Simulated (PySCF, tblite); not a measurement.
**C₄H₈N₂Si: geometry, infrared bands and NMR shifts**

Aim: predict the infrared bands and NMR shifts of C₄H₈N₂Si (`Cc1cnn([SiH3])c1`).

Programs: tblite 0.8.0 and PySCF 2.14.0, with density-fitted response routines of our own. Each step states its level of theory. These are calculated values for one molecule in the gas phase, unless marked as measured. Atoms count from 0, in the outputs and in this text.

## Step 1: Starting geometry

15 atoms, charge 0, multiplicity 1; geometry from: force field or distance geometry start.

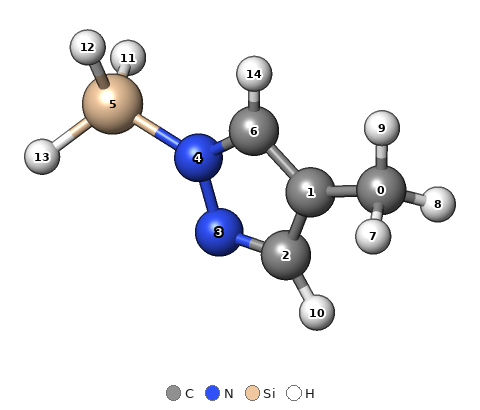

As it starts; carbon grey, nitrogen blue, silicon light orange, hydrogen white, atoms numbered; sticks join atoms by distance.

## Step 2: Relaxing the molecule with GFN2-xTB

The job: settings as JSON, then the geometry in Å.

```
{"job": {"kind": "relax", "xc": "GFN2-xTB", "basis": "xTB"}, "charge": 0, "multiplicity": 1}
C     -2.538800    -0.377400    -0.063000
C     -1.149200     0.121000     0.071800
C     -0.727400     1.339300     0.583000
N      0.606600     1.384300     0.524800
N      1.065100     0.221400     0.034100
Si     2.798600    -0.148200    -0.210400
C      0.008300    -0.581100    -0.269300
H     -2.995000    -0.496100     0.963900
H     -3.174600     0.324700    -0.628400
H     -2.468300    -1.388000    -0.551900
H     -1.379600     2.134600     0.941100
H      3.320600     0.283900    -1.497400
H      2.939000    -1.622700    -0.115400
H      3.641900     0.375500     0.876700
H      0.048300    -1.563400    -0.681500
```

The run is started by

```console
OMP_NUM_THREADS=1 python probes_run.py task.json out
```

This one command runs all jobs of the session in turn.

**Question.** This job is followed by: GFN2-xTB harmonic vibrations, gas phase; GIAO PBE0/pcSseg-1 NMR shielding, non-relativistic, gas phase. Predict these results of the whole session: strongest single infrared mode (GFN2-xTB); zero-point energy (GFN2-xTB); 13C shifts against TMS (PBE0/pcSseg-1); 1H shifts against TMS (PBE0/pcSseg-1, means over atoms taken as alike); 15N shifts against NH3 (PBE0/pcSseg-1); 29Si shifts against TMS (PBE0/pcSseg-1); surface potential, least and greatest.

**Answer**, as computed:

| quantity | value |
| --- | --- |
| strongest single infrared mode (GFN2-xTB) | 792 cm⁻¹, 415 km/mol |
| zero-point energy (GFN2-xTB) | 69.1 kcal/mol |
| 13C shifts against TMS (PBE0/pcSseg-1) | 149.4, 137.7, 124.1, 11.1 ppm |
| 1H shifts against TMS (PBE0/pcSseg-1, means over atoms taken as alike) | 7.77, 7.34, 5.15, 2.31 ppm |
| 15N shifts against NH3 (PBE0/pcSseg-1) | 363.2, 217.7 ppm |
| 29Si shifts against TMS (PBE0/pcSseg-1) | -49.7 ppm |
| surface potential, least and greatest | -1.76 V and 1.44 V |

**Reading.** The optimisation took 42 steps and gained 0.299 eV; among the close pairs (by a distance rule), C0–H7 changed most, from 1.130 to 1.090 Å. The lowest mode is slightly imaginary (13i cm⁻¹), a soft motion within the noise of the Hessian, so the minimum is not strictly shown. The strongest single mode, at 792 cm⁻¹, moves mainly H12 and H11. Unscaled tight-binding wavenumbers are off by several per cent, some by more. Its intensities can rank the bands wrongly. At PBE0/pcSseg-1: Shielding is most anisotropic at N3 (span 500 ppm, paramagnetic term -419 ppm). NICS(1)zz of -30 ppm above the planar ring from C1 marks a diatropic (aromatic) ring current.
